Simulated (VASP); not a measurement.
Band structure of Sc (relaxed from the fcc structure, space group Fm-3m). These are PBEsol GGA, VASP's PBE PAW potentials (set 64) (plane waves; VASP 6.6.1) values and carry that method's errors.

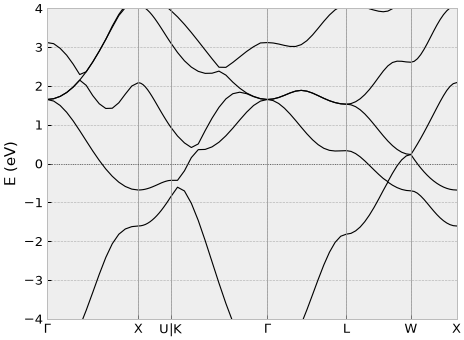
Bands along high-symmetry lines, zero at the valence-band maximum or, without a gap, the Fermi level

Read the plot: is there a gap, and where are the band edges?

It has no gap at this level: it comes out as a metal or semimetal. (Edges off the drawn lines would not show.)

The structure was generated: Sc was put into the fcc type (Fm-3m), which need not be its known phase. It was relaxed first, which changed the volume by -6 %.
